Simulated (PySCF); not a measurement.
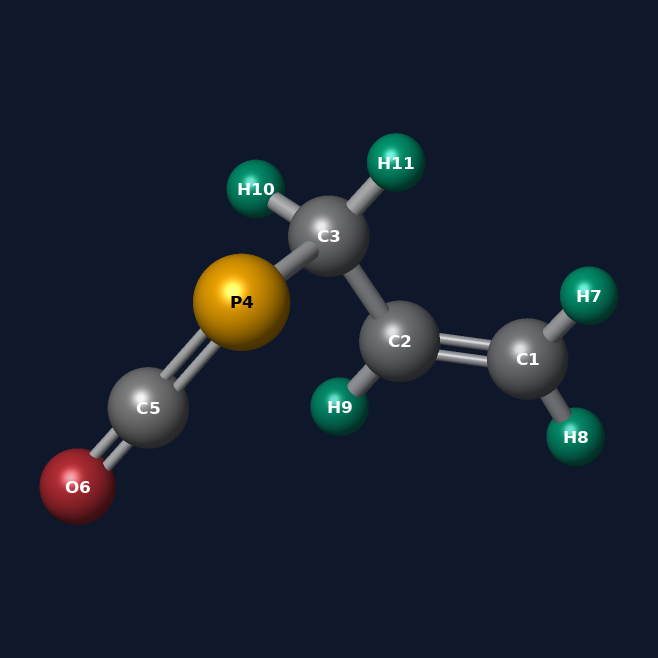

The computed structure is the end point of a GFN2-xTB optimisation. No frequency run is at hand to confirm it as a minimum. Level of theory: delta-SCF UKS SCAN, pcX-2 on the ionised atom, pcseg-1 elsewhere, spin-free X2C (PySCF 2.14.0).

Give the core-electron binding energies (to vacuum; p and d levels without spin–orbit splitting) of C1 1s, C2 1s, C3 1s, P4 1s, P4 2p, C5 1s, O6 1s.

```tsv
atom	level	binding energy (eV)
C1	1s	290.2
C2	1s	290.8
C3	1s	291.3
P4	1s	2149.9
P4	2p	136.7
C5	1s	293.3
O6	1s	539.3
```

The geometry is semi-empirical. Around P such bond lengths and angles can be off by a tenth of an ångström or more and by several degrees, and values that hang on the shape move with them.
